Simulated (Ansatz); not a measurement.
Al₃Ga₅Sb₈

Input

```
crystal:
  lattice:
    - [-6.1296492915, 6.1296492915, 0.0]
    - [-6.1296492915, 0.0, 6.1296492915]
    - [0.0005128126, 6.1301621041, 6.1301621041]
  atoms:
    - { symbol: Al, position: [-6.5894e-06, -6.5894e-06, -0.0003462752] }
    - { symbol: Al, position: [0.5003594539, -6.5894e-06, -0.0003462752] }
    - { symbol: Al, position: [-6.5894e-06, 0.5003594539, -0.0003462752] }
    - { symbol: Ga, position: [-2.54745e-05, -2.54745e-05, 0.5000764236] }
    - { symbol: Ga, position: [0.500036101, 0.500036101, -0.0001083031] }
    - { symbol: Ga, position: [0.4999987167, -0.0002458593, 0.5002484258] }
    - { symbol: Ga, position: [-0.0002458593, 0.4999987167, 0.5002484258] }
    - { symbol: Ga, position: [0.4999987167, 0.4999987167, 0.5002484258] }
    - { symbol: Sb, position: [0.8746215268, 0.8746215268, 0.3760886546] }
    - { symbol: Sb, position: [0.3746682919, 0.8746215268, 0.3760886546] }
    - { symbol: Sb, position: [0.8746215268, 0.3746682919, 0.3760886546] }
    - { symbol: Sb, position: [0.8753816598, 0.8753816598, 0.8738550205] }
    - { symbol: Sb, position: [0.3749562635, 0.3749562635, 0.3751312095] }
    - { symbol: Sb, position: [0.3757002832, 0.8742416891, 0.8743577446] }
    - { symbol: Sb, position: [0.8742416891, 0.3757002832, 0.8743577446] }
    - { symbol: Sb, position: [0.3757002832, 0.3757002832, 0.8743577446] }
basis:
  ecutwfc: 420
kpoints:
  mp_grid: { grid: [6, 6, 6] }
  band_path: { path: [[0.0, 0.0, 0.0], [0.05, 0.0, 0.0]], npoints: 1 }
hamiltonian:
  xc: pbesol
scf:
  occupations: { method: gaussian, width: 0.01 }
  n_extra_bands: 11
output:
  forces: true
  stress: true
  eigenvalues: true
  write_density: true
  write_potential: true
  elf: true
  volumetric_format: npy
```

Run with:

```sh
ansatz run input.yaml --threads 4 --pin off --max-ram 10240MiB --backend cpu --events-out ev --progress --plain --runs-dir out
```

Below, planes, directions and counts refer to the conventional cell (a = 8.67 Å, b = 8.67 Å, c = 21.24 Å, α = 90.00°, β = 90.00°, γ = 120.00°).

Space group R3m; a generated structure, not necessarily the stable one.

All numbers below come from Ansatz 0.2.0, DFT PBEsol, scalar-relativistic, plane waves, PAW.

In a PAW calculation such maps are meaningful between the atoms, not at the nuclei.

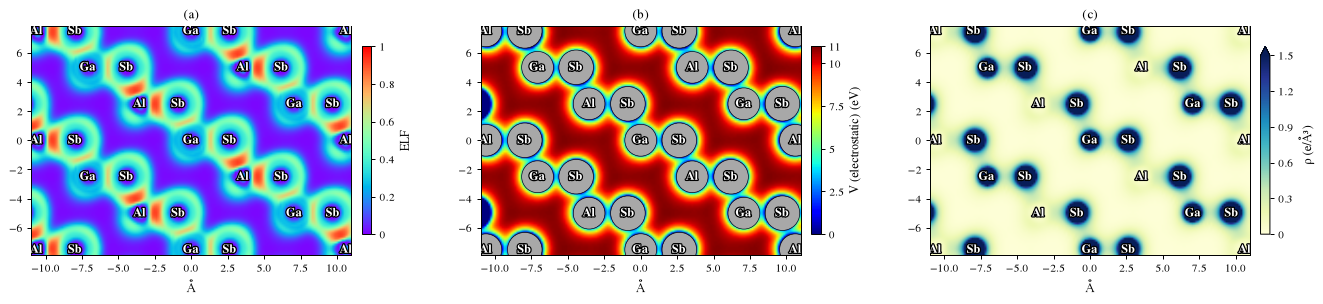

Figure 1. (a) electron localisation function; (b) electrostatic potential (local pseudopotential plus Hartree) felt by an electron; (c) valence charge density (pseudo) on the (110) plane of the conventional cell. Grey discs cover the atomic cores in the potential map.

Q: What do the fields say about this system?

A: Atoms in the plane: Al, Ga and Sb.
Ga–Sb (2.65 Å): the density is about 0.41 e/Å³ at the midpoint; the ELF peaks at about 0.70 between the atoms.
Al–Sb (2.66 Å): the density is about 0.41 e/Å³ at the midpoint; the ELF peaks at about 0.90 between the atoms, as expected for a covalent bond.
Between the atoms the lowest density in this plane is 0.01 e/Å³.
The features right at Ga lie inside the PAW spheres, where the map follows smoothed inner orbitals and isn't to be read closely.
Outside the cores the potential energy rises away from the atoms and is highest about 2.6 Å from the nearest atoms; its zero is arbitrary.

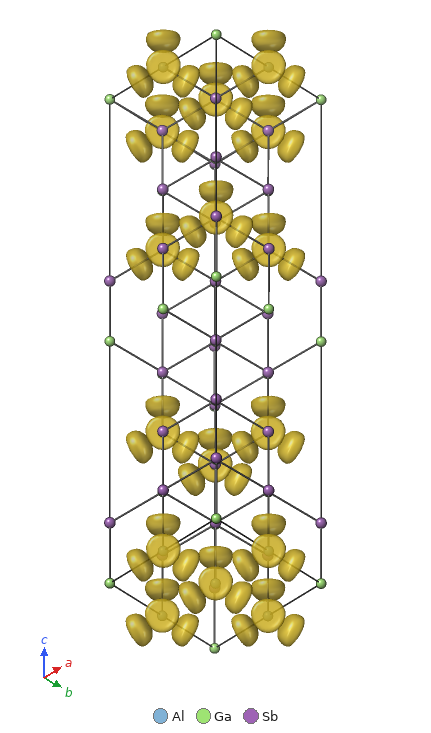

Figure 2. Isosurface of the ELF at 0.75 (yellow), seen at an oblique angle. Only the valence region is drawn (cores and ρ < 0.01 e/Å³ removed). Sticks mark near contacts.

Q: Describe the localisation domains.

A: The surface consists of 36 regions between bonded Al–Sb atoms (shared pairs), counted in one cell of 48 atoms. Regions shared between cells count once. Profiles from the grid: Al–Sb (2.65 Å): the ELF is about 0.85 at the midpoint.
